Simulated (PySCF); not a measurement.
**C2H9N3Si2: density, localisation and related maps**

```xyz
16

N    -3.7252   -1.0020    0.1741
C    -2.5904   -1.1058    0.0535
C    -1.1758   -1.1696   -0.0801
Si   -0.3938    0.4538    0.5755
N    -1.1543    1.7070   -0.3256
N     1.2774    0.5202    0.1427
Si    2.6165   -0.3549    0.8022
H    -0.8011   -2.0250    0.4806
H    -0.9258   -1.3107   -1.1317
H    -0.5323    0.4815    2.0378
H    -0.8740    2.6615   -0.1687
H    -2.1546    1.6598   -0.4378
H     1.5095    1.2601   -0.4976
H     2.9401    0.1257    2.1500
H     2.2468   -1.7697    0.8661
H     3.7294   -0.1233   -0.1174
```

Geometry: GFN2-xTB.

The calculation used CAM-B3LYP/def2-SVPD, SCF density, gas phase in PySCF.

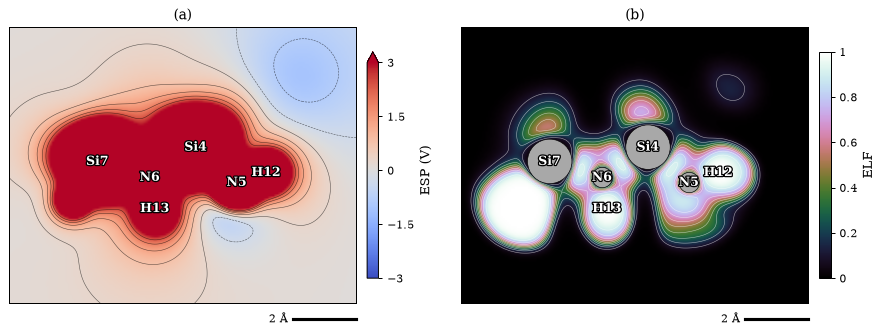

Figure 1. (a) electrostatic potential; (b) ELF on the plane of atoms Si4, N6 and Si7. Grey discs cover the atomic cores in the ELF map.

Read the bonding off the picture.

Answer. Atoms in the plane: Si, N and H.
Si–N (1.72 Å): the ELF peaks at about 0.90 between the atoms (a shared but strongly polarised pair).
N–H (1.01 Å): the ELF climbs to about 1 towards the hydrogen, as it does in any bond to H (an ordinary covalent bond to hydrogen).
The ELF also peaks beside N5, away from the bonds: lone-pair regions.
Outside the dense part of the molecule the potential is most negative (−1.0 V) near N1, which lies off the plane.

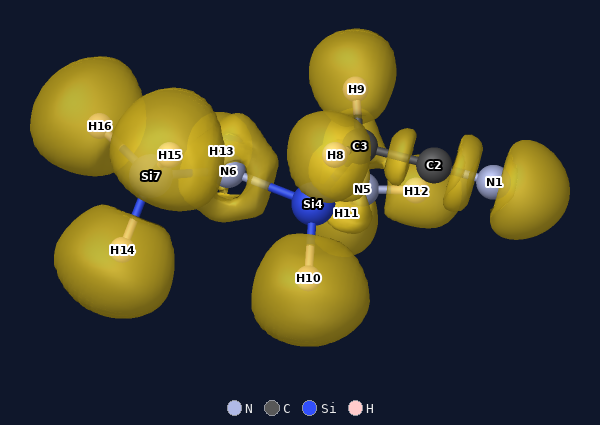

Figure 2. Isosurface of the electron localisation function at 0.8 (yellow), seen from one side. Core shells and regions of very low density are left out.

Identify the bonds, lone pairs and shells in this picture.

Answer. The ELF exceeds this value in one region between bonded C–C atoms (shared pairs), one region between bonded C–N atoms (shared pairs), one region between bonded C–Si atoms (shared pairs), six regions around hydrogen nuclei, one lobe on N, pointing away from the bonds (lone pairs) and two joined regions spread over several atoms (H, N), in which their bonds and any lone pairs are merged. Along the contacts the grid gives the following. C–N (1.15 Å): the ELF peaks at about 0.90 between the atoms (a short, multiple covalent bond). C–C (1.42 Å): the ELF peaks at about 0.95 between the atoms (localised, covalent bonding).

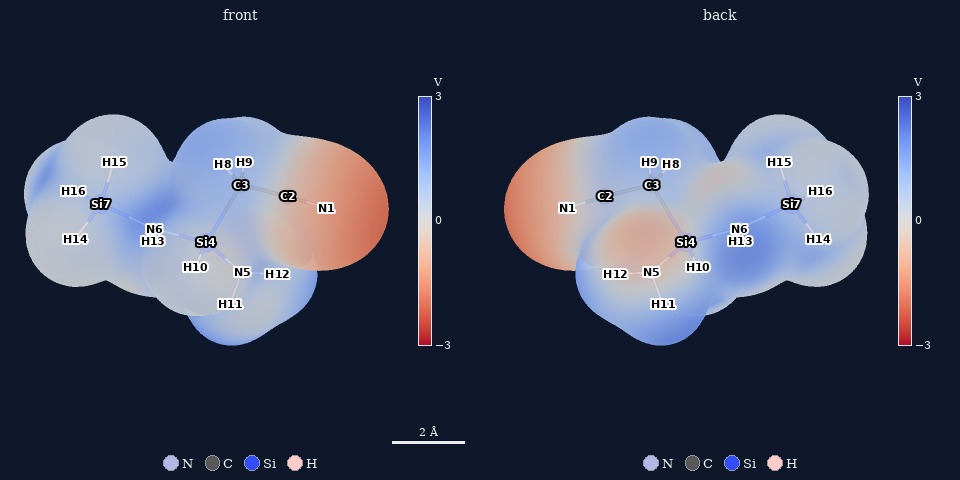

Figure 3. The molecular electrostatic potential painted on the density surface at 0.002 e/bohr³, seen from the front and from behind; red is negative and blue positive.

Describe the electrostatic potential map.

Answer. The most negative region (about −1.9 V, or −44 kcal/mol for a unit charge) lies over N1, the most positive (about +2.0 V, or +46 kcal/mol for a unit charge) over Si4, H11 and H13. N1 is the likeliest acceptor of a hydrogen bond.

How polar is the molecule by this calculation?

Answer. Its dipole moment is 4.11 D.
